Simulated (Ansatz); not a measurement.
**Geometry relaxation, with input and output: CH5OSi**

CH5OSi, multiplicity 2, computed with UKS PBE0-D4/def2-SVP (Ansatz 0.2.0).

The input holds or restrains some coordinates. Figures and captions count atoms from 1; the log counts them from 0 in places.

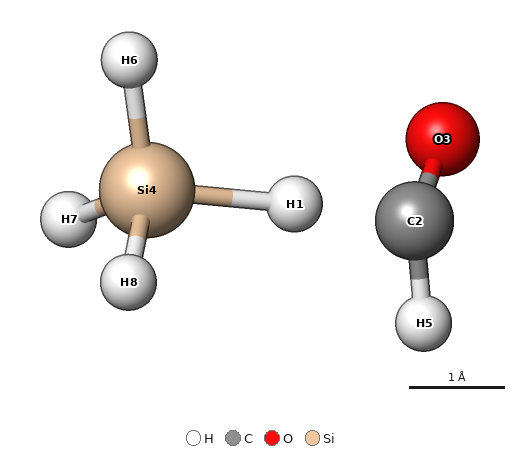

Fig. 1: The starting structure (ball-and-stick view, seen at a tilt; atoms are numbered from 1 in the order of the input).

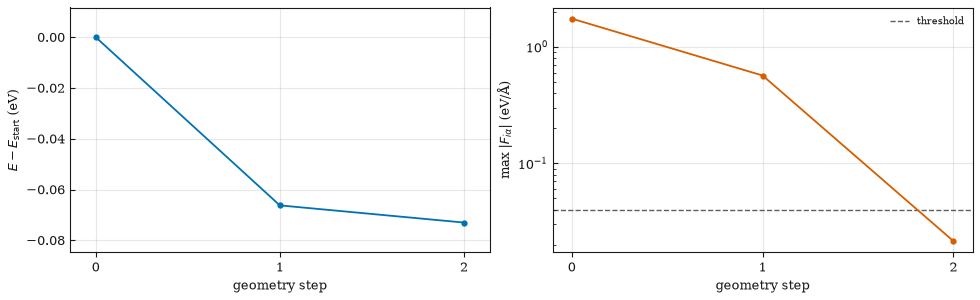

Fig. 2: Progress of the restrained relaxation, step by step (the first geometry is step 0 here and step 1 in the log).

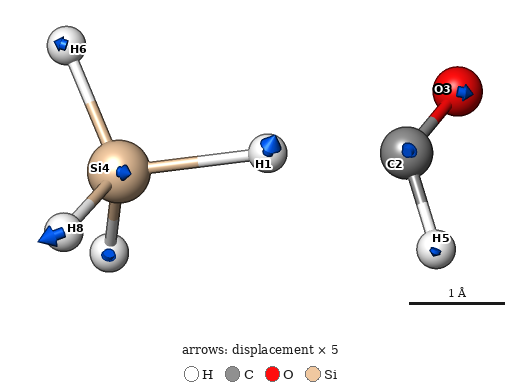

Fig. 3: The starting structure with the displacements as blue arrows, magnified 5 times (ball-and-stick view, seen at a tilt). The two geometries are laid on each other by the best rigid fit. The energy falls by 0.073 eV in 2 geometry steps. Largest force component: 1.7 eV/Å at the start, 0.021 eV/Å at the end. The atom that moves furthest after the best rigid fit is H8 (0.061 Å). Largest moves by element: H 0.061 Å, O 0.036 Å, C 0.034 Å, Si 0.032 Å. Distances before and after: Si4–H6 1.456 → 1.494 Å, Si4–H8 1.459 → 1.495 Å, C2–H5 1.101 → 1.130 Å, C2–O3 1.199 → 1.183 Å. Among the angles that change: H1–Si4–H8 105.3° → 108.3°, H1–Si4–H7 108.2° → 110.8°, H6–Si4–H7 112.2° → 110.1°. (Atoms are counted from 1 in the order of the input.)

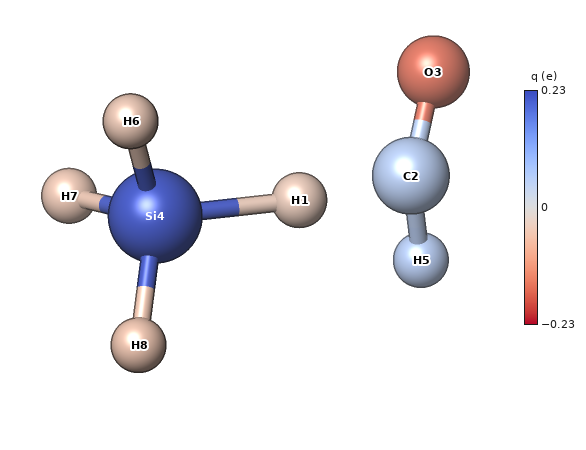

Fig. 4: Mulliken charges, as the colour of each atom (ball-and-stick view, seen at a tilt; atoms are numbered from 1 in the order of the input). By element: H −0.05 to +0.06, C +0.06, O −0.16 and Si +0.22 e.

These pictures come from the run below.

### Input
```yaml
crystal:
  periodic: [false, false, false]
  atoms:
    - {symbol: H, position_ang: [0.167100, -0.386500, -0.043800]}
    - {symbol: C, position_ang: [0.680400, -1.112000, -1.205100]}
    - {symbol: O, position_ang: [1.692100, -0.690500, -1.690800]}
    - {symbol: Si, position_ang: [-0.456600, 0.699600, 0.977600]}
    - {symbol: H, position_ang: [-0.198800, -1.431400, -1.786600]}
    - {symbol: H, position_ang: [0.598500, 1.059000, 1.914500]}
    - {symbol: H, position_ang: [-0.915700, 1.843900, 0.201000]}
    - {symbol: H, position_ang: [-1.567000, 0.017900, 1.633200]}
basis:
  gaussian: {orbitals: def2-SVP}
magnetization: {spin_polarized: true, initial_magnetization: 1}
hamiltonian: {xc: pbe0, dispersion: d4}
relax: {f_tol: 0.04, max_steps: 150, escape_saddle: false, constraints: [{distance: [0, 3]}, {distance: [0, 1]}]}
```

Run as:
```bash
ansatz run in.yaml --threads 4 --pin off --events-out ev --progress --plain --max-ram 9574MiB
```

### What the program printed
```
Functional definition: PBE0
  name "PBE0"
  cite "Adamo & Barone, J. Chem. Phys. 110, 6158 (1999) doi:10.1063/1.478522"
  cite "Perdew, Burke & Ernzerhof, Phys. Rev. Lett. 77, 3865 (1996) doi:10.1103/PhysRevLett.77.3865"
  parent pbe
  parameter a = 0.25
  parameter kappa = 0.804
  parameter beta = 0.06672455060314922
  exchange = (1 - a)*pbe_x(kappa = kappa, mu = beta*pi^2/3) + a*exact_x
  correlation = pbe_c(beta = beta)
752 factors; integrals over basis functions are off by at most 2.8e-4 eV
mean field evaluation 1: about -11025.8829 eV, gradient 2.3e1 eV
mean field evaluation 2: about -11019.2065 eV, gradient 4.7e1 eV
mean field evaluation 4: about -11028.0115 eV, gradient 1.8e0 eV
mean field evaluation 8: about -11028.0481 eV, gradient 1.2e-1 eV
mean field evaluation 16: about -11028.0483 eV, gradient 3.1e-4 eV
mean field -11028.04831153 eV, -405.2733003690 hartree, gradient 3.2e-5 eV, S^2 0.756016; 0 other end points of the search recorded, 0 dependent functions left out
the calculation of the forces begins
reference -11028.04833411 eV, -405.2733011989 hartree; 17, 16 occupied and 54, 55 virtual orbitals, 752 factors
relax step   1: F+E_penalty+E_count = -11028.13350151 eV  Δ(F+E_penalty+E_count) = +0.000e0 eV  max|allowed force component| = 1.739e0 eV/Å  Δτ_max = 0.0000 Å  (31 SCF iters, accepted)
  distance H 0 - Si 3 held at 1.616129 Å   reaction = +3.6721e-1 eV/Å
  distance H 0 - C 1 held at 1.462342 Å   reaction = -5.3573e-1 eV/Å
these checks for a lower state are left out or cut short: starts, cluster_reference, orbital_swaps, neighbouring_geometries, increment
752 factors; integrals over basis functions are off by at most 2.9e-4 eV
mean field -11028.11477081 eV, -405.2757427027 hartree, gradient 2.3e-5 eV, S^2 0.755847; 0 other end points of the search recorded, 0 dependent functions left out
the calculation of the forces begins
reference -11028.11479346 eV, -405.2757435350 hartree; 17, 16 occupied and 54, 55 virtual orbitals, 752 factors
relax step   2: F+E_penalty+E_count = -11028.19975529 eV  Δ(F+E_penalty+E_count) = -6.625e-2 eV  max|allowed force component| = 5.655e-1 eV/Å  Δτ_max = 0.0492 Å  (33 SCF iters, accepted)
  distance H 0 - Si 3 held at 1.616129 Å   reaction = -5.9696e-2 eV/Å
  distance H 0 - C 1 held at 1.462342 Å   reaction = -6.5664e-1 eV/Å
these checks for a lower state are left out or cut short: starts, cluster_reference, orbital_swaps, neighbouring_geometries, increment
752 factors; integrals over basis functions are off by at most 3.0e-4 eV
mean field evaluation 32: about -11028.1214 eV, gradient 1.6e-4 eV
mean field -11028.12144913 eV, -405.2759881263 hartree, gradient 1.9e-5 eV, S^2 0.755889; 0 other end points of the search recorded, 0 dependent functions left out
the calculation of the forces begins
reference -11028.12147181 eV, -405.2759889598 hartree; 17, 16 occupied and 54, 55 virtual orbitals, 752 factors
relax step   3: F+E_penalty+E_count = -11028.20652239 eV  Δ(F+E_penalty+E_count) = -6.767e-3 eV  max|allowed force component| = 2.150e-2 eV/Å  Δτ_max = 0.0237 Å  (37 SCF iters, accepted)
  distance H 0 - Si 3 held at 1.616129 Å   reaction = -1.7600e-1 eV/Å
  distance H 0 - C 1 held at 1.462342 Å   reaction = -6.3454e-1 eV/Å
752 factors; integrals over basis functions are off by at most 3.0e-4 eV
mean field -11028.12144913 eV, -405.2759881263 hartree, gradient 1.9e-5 eV, S^2 0.755889; 1 other end points of the search recorded, 0 dependent functions left out
the calculation of the forces begins
reference -11028.12147181 eV, -405.2759889598 hartree; 17, 16 occupied and 54, 55 virtual orbitals, 752 factors
Total energy: -11028.20654507 eV, -405.2791153443 hartree
Atom 0 at     0.198397    -0.428275    -0.025036 Å, force    -0.135995     0.167454     0.417639 eV/Å
Atom 1 at     0.706813    -1.098553    -1.221148 Å, force     0.215194    -0.295659    -0.520304 eV/Å
Atom 2 at     1.700528    -0.700583    -1.724212 Å, force     0.020158     0.017789     0.000267 eV/Å
Atom 3 at    -0.456728     0.672538     0.960304 Å, force    -0.073504     0.109156     0.111029 eV/Å
Atom 4 at    -0.213549    -1.423324    -1.790518 Å, force    -0.021498    -0.001085     0.001547 eV/Å
Atom 5 at     0.598050     1.075650     1.938710 Å, force    -0.016938    -0.003226    -0.014718 eV/Å
Atom 6 at    -0.925144     1.864285     0.189099 Å, force     0.007081    -0.014504     0.004485 eV/Å
Atom 7 at    -1.608367     0.038262     1.672802 Å, force     0.005503     0.020075     0.000055 eV/Å
Dipole moment:    -0.328628    -0.077363     0.070763 e Å
```

### Trajectory as extended XYZ (Å, eV, eV/Å), 3 frames, from step=1 to step=3
```
8
Properties=species:S:1:pos:R:3:forces:R:3 step=1 energy=-11028.13350
H     0.1671   -0.3865   -0.0438   -0.1468   0.1444   0.5116
C     0.6804   -1.1120   -1.2051    1.9270   0.4689  -0.5726
O     1.6921   -0.6905   -1.6908   -0.9953  -0.4733   0.4432
Si   -0.4566    0.6996    0.9776    0.1925  -0.5099  -0.5704
H    -0.1988   -1.4314   -1.7866   -0.6664  -0.2248  -0.3927
H     0.5985    1.0590    1.9145    0.4615   0.2061   0.4683
H    -0.9157    1.8439    0.2010   -0.2387   0.6061  -0.2742
H    -1.5670    0.0179    1.6332   -0.5337  -0.2175   0.3867
8
Properties=species:S:1:pos:R:3:forces:R:3 step=2 energy=-11028.19975
H     0.2021   -0.4148   -0.0313   -0.1980   0.1708   0.4303
C     0.7041   -1.1092   -1.2163    0.7909  -0.0291  -0.5837
O     1.7026   -0.7086   -1.7199   -0.3121  -0.1439   0.1732
Si   -0.4612    0.6790    0.9566    0.0045  -0.0496  -0.0231
H    -0.2082   -1.4198   -1.7866   -0.2450  -0.0867  -0.1074
H     0.5939    1.0652    1.9223    0.1419   0.0679   0.1421
H    -0.9352    1.8700    0.2097   -0.0493   0.1409  -0.1121
H    -1.5982    0.0382    1.6655   -0.1330  -0.0704   0.0807
8
Properties=species:S:1:pos:R:3:forces:R:3 step=3 energy=-11028.20652
H     0.1984   -0.4283   -0.0250   -0.1360   0.1675   0.4176
C     0.7068   -1.0986   -1.2211    0.2152  -0.2957  -0.5203
O     1.7005   -0.7006   -1.7242    0.0202   0.0178   0.0003
Si   -0.4567    0.6725    0.9603   -0.0735   0.1092   0.1110
H    -0.2135   -1.4233   -1.7905   -0.0215  -0.0011   0.0015
H     0.5980    1.0756    1.9387   -0.0169  -0.0032  -0.0147
H    -0.9251    1.8643    0.1891    0.0071  -0.0145   0.0045
H    -1.6084    0.0383    1.6728    0.0055   0.0201   0.0001
```

### Summary

| quantity | value |
| --- | --- |
| outcome | converged under the restraints of the input |
| total energy | −11028.2065 eV |
| mean-field energy | −11028.1215 eV |
| dispersion energy | −0.0851 eV |
| ⟨S²⟩ | 0.756 |
| SCF solution under orbital rotations | stable |
| largest force (length of the vector) at the end, held atoms and coordinates included | 0.636 eV/Å |
| dipole moment | 1.66 D |
| hardware | 4 threads of Arm Neoverse V2, 23 GiB of memory available, shared host |
| wall time | 3.4 s (CPU time 12 s) |
| peak memory | 0.16 GiB |
